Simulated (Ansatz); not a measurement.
# Frequency calculation of SiHBrCl$_{4}$

SiHBrCl$_{4}$, computed with RKS PBE-D4/def2-SVP (Ansatz 0.2.0).

It belongs to a series of runs on one base structure; here: vibrations at the highest image of the band. Figures and captions count atoms from 1; the log counts them from 0 in places.

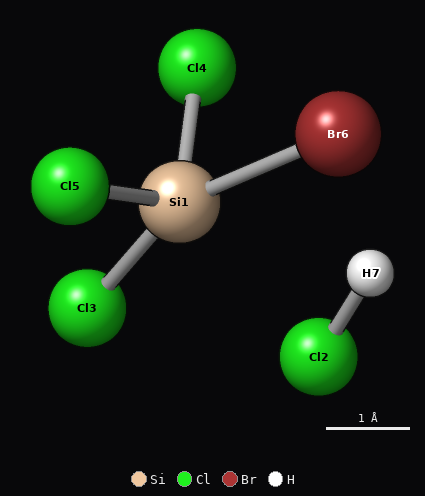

Figure 1. The structure as given in the input (ball-and-stick view, seen at a tilt; atoms are numbered from 1 in the order of the input).

The input
```yaml
crystal:
  periodic: [false, false, false]
  atoms:
    - { symbol: Si, position_ang: [-0.333918, 0.0, -0.082881] }
    - { symbol: Cl, position_ang: [0.140052, 0.0, 2.381506] }
    - { symbol: Cl, position_ang: [1.75401, 0.0, -0.25597] }
    - { symbol: Cl, position_ang: [-0.765844, 1.771871, -1.061258] }
    - { symbol: Cl, position_ang: [-0.765844, -1.771871, -1.061258] }
    - { symbol: Br, position_ang: [-2.61201, 0.0, 1.01849] }
    - { symbol: H, position_ang: [-1.306847, 0.0, 2.310669] }
basis:
  gaussian: { orbitals: def2-SVP }
hamiltonian:
  xc: pbe
  dispersion: d4
phonons: {}
```

Hardware: 4 threads of Intel Xeon (Granite Rapids), 192 GiB of memory available, shared host.

Run as:
```bash
ansatz run input.yaml --threads 4 --pin off --max-ram 5120MiB --backend cpu --events-out ev --progress --plain --runs-dir out
```

The program's output
```
Engine: ansatz 0.2.0, x86_64-unknown-linux-gnu
Functional definition: PBE
  parameter kappa = 0.804
  parameter beta = 0.06672455060314922
  exchange = pbe_x(kappa = kappa, mu = beta*pi^2/3)
  correlation = pbe_c(beta = beta)
1379 factors; their error is unknown
mean field evaluation 1: about -127972.2106 eV, gradient 2.0e1 eV
mean field evaluation 2: about -127970.3354 eV, gradient 3.3e1 eV
mean field evaluation 4: about -127973.2089 eV, gradient 1.2e0 eV
mean field evaluation 8: about -127973.2155 eV, gradient 4.6e-2 eV
mean field evaluation 16: about -127973.0872 eV, gradient 1.8e-5 eV
mean field -127973.08721109 eV, -4702.9242117336 hartree, gradient 1.8e-5 eV, S^2 0.000000; 0 other end points of the search recorded, 0 dependent functions left out
the calculation of the forces begins
reference -127973.08724141 eV, -4702.9242128476 hartree; 59, 59 occupied and 68, 68 virtual orbitals, 1379 factors
these checks for a lower state are left out or cut short: stability, starts, cluster_reference, orbital_swaps, neighbouring_geometries, increment
1379 factors; their error is unknown
mean field -127973.08714346 eV, -4702.9242092481 hartree, gradient 2.6e-6 eV, S^2 0.000000; 0 other end points of the search recorded, 0 dependent functions left out
[... from here on the field's lines of each further geometry are left out, up to the last ...]
the calculation of the forces begins
reference -127973.08725902 eV, -4702.9242134950 hartree; 59, 59 occupied and 68, 68 virtual orbitals, 1379 factors
these checks for a lower state are left out or cut short: stability, starts, cluster_reference, orbital_swaps, neighbouring_geometries, increment
1379 factors; their error is unknown
mean field -127973.08718171 eV, -4702.9242106540 hartree, gradient 9.8e-7 eV, S^2 0.000000; 0 other end points of the search recorded, 0 dependent functions left out
the calculation of the forces begins
reference -127973.08721202 eV, -4702.9242117679 hartree; 59, 59 occupied and 68, 68 virtual orbitals, 1379 factors
WARN: phonons: modes at or below zero, which the zero-point energy, F, S and C_V leave out: 2, the lowest at -223.23 cm⁻¹. A minimum has none, and a first-order saddle one
Total energy: -127973.48585702 eV, -4702.9388617011 hartree
Atom 0 at    -0.333918     0.000000    -0.082881 Å, force    -0.005113    -0.000000     0.003356 eV/Å
Atom 1 at     0.140052     0.000000     2.381506 Å, force    -0.007872    -0.000000     0.004198 eV/Å
Atom 2 at     1.754010     0.000000    -0.255970 Å, force     0.004734    -0.000000     0.000119 eV/Å
Atom 3 at    -0.765844     1.771871    -1.061258 Å, force    -0.000445     0.000391    -0.004446 eV/Å
Atom 4 at    -0.765844    -1.771871    -1.061258 Å, force    -0.000445    -0.000391    -0.004446 eV/Å
Atom 5 at    -2.612010     0.000000     1.018490 Å, force    -0.006718     0.000000    -0.004841 eV/Å
Atom 6 at    -1.306847     0.000000     2.310669 Å, force     0.015860    -0.000000     0.006060 eV/Å
Dipole moment:    -0.085306     0.000000     0.272512 e Å
Vibrations: -223.23 -26.99 105.16 160.53 186.76 196.62 206.88 255.88 268.56 461.77 488.77 523.14 610.13 793.73 1450.62 cm⁻¹, zero-point energy 0.353885 eV
```

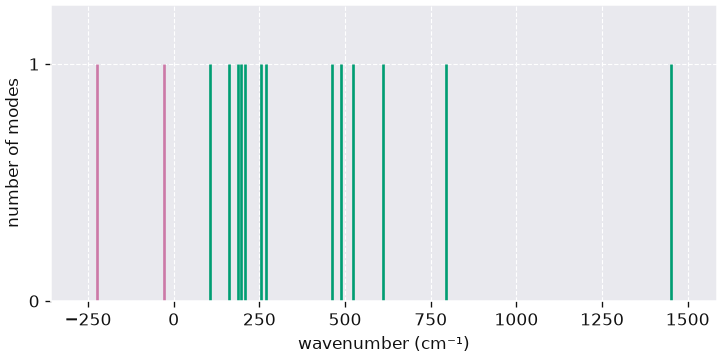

Figure 2. Harmonic vibrational wavenumbers from the force constants; neighbouring modes closer than 8 cm⁻¹ are counted in one stick, and imaginary ones are drawn at negative wavenumbers. 15 modes from 223i to 1451 cm⁻¹, 2 imaginary beyond 8i (223i, 27i cm⁻¹): not a minimum.

Results in brief

| quantity | value |
| --- | --- |
| outcome | converged |
| total energy | −127973.4859 eV |
| mean-field energy | −127973.0872 eV |
| largest force (length of the vector) | 0.017 eV/Å |
| wall time | 14 s (CPU time 49 s) |
| peak memory | 0.22 GiB |
